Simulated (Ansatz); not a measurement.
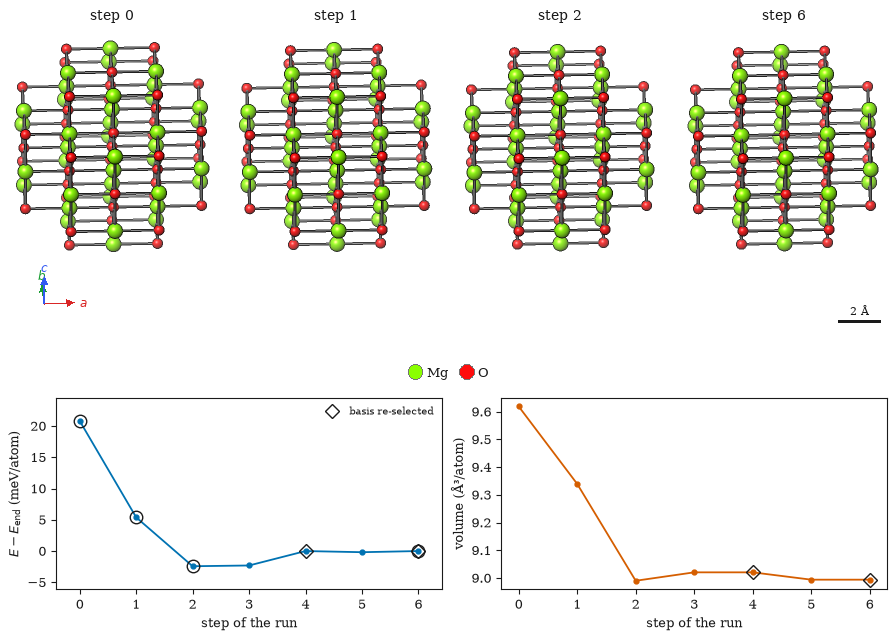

Frames of a relaxation of a crystal of MgO (built on the rocksalt type), marked on the history of the run. The picture is a ball-and-stick view of the conventional cell (4 times the calculation's cell), seen from a free direction. Lengths and directions refer to the drawn axes.

Method: Ansatz 0.2.0, DFT, LDA, plane waves, PAW. (plane-wave cutoff 420 eV; k-point mesh 10 × 10 × 10; occupations fermi dirac; smearing width 0.02 eV; no spin polarisation; cell and atoms relaxed; force threshold 0.005 eV/Å)

### What happens along the run?

After 4 accepted moves (6 points after the start) the energy has fallen by 20.8 meV per atom. All forces vanish by symmetry, so only the cell relaxes. The pressure goes from −10.09 to −0.02 GPa. The SCF was repeated twice at an unchanged geometry on a basis and grid sized afresh for the cell, which shifted the energy by 2.3 meV per atom at most. No atom moves by more than 0.005 Å relative to the cell. Cell: a = b = c 4.253 → 4.159 Å (−2.2 %). Volume −6.5 %. Some distances before and after: Mg–O 2.127 → 2.080 Å. The space group stays Fm-3m (No. 225). From step 0 to 1: volume −2.9 %, energy −15.4 meV per atom. From step 1 to 2: volume −3.7 %, energy −7.8 meV per atom. From step 2 to 6: energy +2.4 meV per atom.

```
step  E − E(0), meV/atom  pressure, GPa  volume, Å³/atom                      note
   0                0.00         -10.09            9.619                          
   1              -15.41          -5.77            9.339                          
   2              -23.22           0.57            8.990                          
   3              -23.10          -0.03            9.020                          
   4              -20.80          -0.52            9.020  same geometry, new basis
   5              -20.98           0.00            8.994                          
   6              -20.80          -0.02            8.994  same geometry, new basis
```
